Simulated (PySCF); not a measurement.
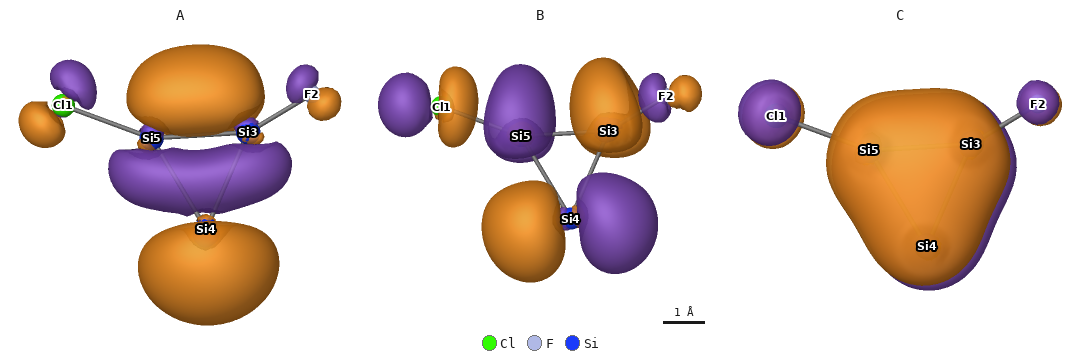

Figure 1: ClFSi3 (SMILES F[Si]1=[Si]=[Si]1Cl). Three frontier orbitals at ±0.08 Å⁻³ᐟ² (orange and purple are the two phases), in no order.

Geometry: BLYP-D3(BJ)/def2-SVP.

These are results of Gaussian-basis quantum chemistry of an isolated molecule with PySCF, energy and nuclear gradient, functional PBE0 (PySCF 2.14.0), not measurements.

The calculation's input:

```
# F[Si]1=[Si]=[Si]1Cl
import pyscf.grad
from pyscf import gto, dft

system = gto.M(
    atom='geometry.xyz',
    basis='def2-tzvpd',
    spin=0,
    max_memory=3720,
    verbose=3,
)

ks = dft.RKS(system)
ks.xc = 'pbe0'
ks = ks.density_fit(auxbasis='def2-universal-jkfit')
ks.max_cycle = 100
ks.grids.level = 3
ks.conv_tol = 1e-09
ks.kernel()
if not ks.converged:
    ks = ks.newton().run(ks.mo_coeff, ks.mo_occ)

energy = ks.e_tot
print('E = %.10f Eh' % energy)
grad = ks.Gradients().kernel()
dip = ks.dip_moment()
pop, q = ks.mulliken_pop()
```

Run with:

```sh
OMP_NUM_THREADS=2 python input.py
```

Order the three orbitals by energy and name them.

Answer. C is the HOMO−1 (−7.10 eV). Its weight (Hirshfeld) is mainly on Si5 (about 30 %), Si3 (about 30 %) and Si4 (about 30 %); it changes sign across the molecular plane (π type); π-bonding across Si3–Si4, Si3–Si5 and Si4–Si5. A is the HOMO (−6.39 eV). By Hirshfeld shares it lies mainly on Si4 (about 50 %), Si5 (about 25 %) and Si3 (about 20 %); it is symmetric in the molecular plane (an in-plane orbital: σ, lone-pair or in-plane π type). B is the LUMO (−2.34 eV). By Hirshfeld shares it lies mainly on Si4 (about 35 %), Si3 (about 25 %), Si5 (about 25 %) and Cl1 (about 10 %); it is symmetric in the molecular plane (an in-plane orbital: σ, lone-pair or in-plane π type).

What is the HOMO–LUMO gap?

Answer. 4.05 eV between the orbital energies.
